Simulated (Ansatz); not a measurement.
C4H11P (tert-butylphosphine): methods side by side

C4H11P has 16 atoms, charge 0, and is taken as a singlet. SMILES: `CC(C)(C)P`. The shape is that of a PBE0-D4/def2-TZVP optimisation. This is one conformer, not always the lowest.

```
atom    x (Å)    y (Å)    z (Å)
   C  -0.7418   0.5823  -1.0511
   C   0.0359  -0.0304   0.1056
   C   1.4795   0.4662   0.0871
   C   0.0122  -1.5535   0.0037
   P  -0.6806   0.4213   1.7749
   H  -0.7422   1.6735  -0.9971
   H  -0.2904   0.2932  -2.0075
   H  -1.7809   0.2449  -1.0555
   H   2.0609   0.0411   0.9090
   H   1.5290   1.5557   0.1653
   H   1.9627   0.1776  -0.8520
   H  -1.0106  -1.9398   0.0197
   H   0.5629  -2.0195   0.8247
   H   0.4741  -1.8731  -0.9361
   H  -0.8292   1.8156   1.5389
   H  -2.0417   0.1448   1.4705
```

Each level gives the energy change with the C1–H8 bond stretched from 1.092 to 1.966 Å (eV). The values are calculated.

```json
{"level": "HF/6-31G* (spherical functions) (restricted)", "kind": "Hartree–Fock", "program": "Ansatz", "value (eV)": "3.90", "CPU time (all runs)": "9.2 s"}
{"level": "SVWN5/6-31G* (spherical functions) (restricted)", "kind": "LDA", "program": "Ansatz", "value (eV)": "3.19", "CPU time (all runs)": "16 s"}
{"level": "B3LYP/6-31G* (spherical functions) (restricted)", "kind": "global hybrid", "program": "Ansatz", "value (eV)": "3.34", "CPU time (all runs)": "28 s"}
{"level": "B3LYP/6-31G* (Cartesian functions) (restricted)", "kind": "global hybrid", "program": "Ansatz", "value (eV)": "3.34", "CPU time (all runs)": "28 s"}
{"level": "CAM-B3LYP/6-31G* (spherical functions) (restricted)", "kind": "range-separated hybrid", "program": "Ansatz", "value (eV)": "3.51", "CPU time (all runs)": "30 s"}
{"level": "wB97X/6-31G* (spherical functions) (restricted)", "kind": "range-separated hybrid", "program": "Ansatz", "value (eV)": "3.58", "CPU time (all runs)": "99 s"}
{"level": "PBE-QIDH/6-31G* (spherical functions) (restricted)", "kind": "double hybrid", "program": "Ansatz", "value (eV)": "3.62", "CPU time (all runs)": "40 s"}
{"level": "CCSD/6-31G* (spherical functions) (restricted)", "kind": "coupled cluster or CI", "program": "Ansatz", "value (eV)": "3.22", "CPU time (all runs)": "58 s"}
```

The first shape isn't each level's own minimum. The values span 3.19 to 3.90 eV. CPU times are rough (shared hosts, several kinds of processor and program).

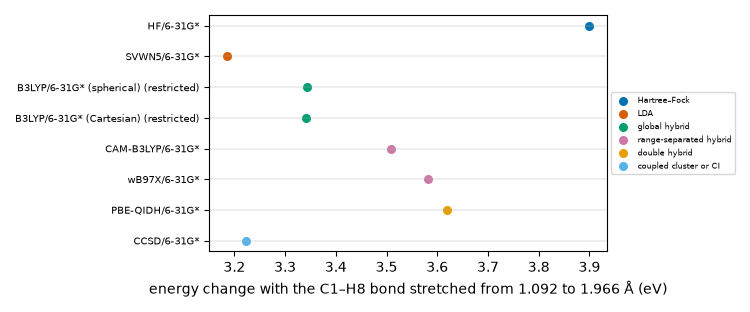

The values of the table, level by level.
